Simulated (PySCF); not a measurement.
Vertical excitations of a molecule C₂H₇ClOSi₂ from TDA-PBE0/def2-SVPD (PySCF 2.14.0), as energy in eV (oscillator strength): 5.66 (0.003), 6.07 (0.297), 6.35 (0.018), 6.44 (0.003), 6.80 (0.008), 7.05 (0.004), 7.09 (0.010), 7.16 (0.037), 7.23 (0.037), 7.33 (0.087). Lowest triplet (TDA): 3.69 eV. The structure is a stationary point at r2SCAN-D4/def2-SVP. One conformer was computed; it need not be the lowest.

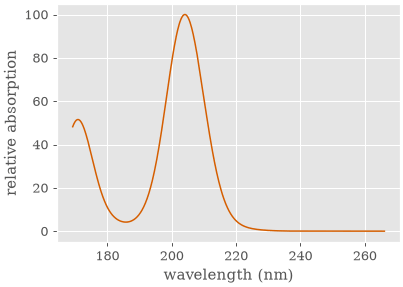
Figure. The lines broadened by 0.4 eV.

**Question.** Which structure fits?
A. O[SiH2]/C(Cl)=C/[SiH3]
B. [SiH3]/C=C/O[SiH2]Cl
C. C=C[Si@H](Cl)O[SiH3]
D. O[Si@@H]([SiH3])/C=C\Cl

**Answer.** A, O[SiH2]/C(Cl)=C/[SiH3]
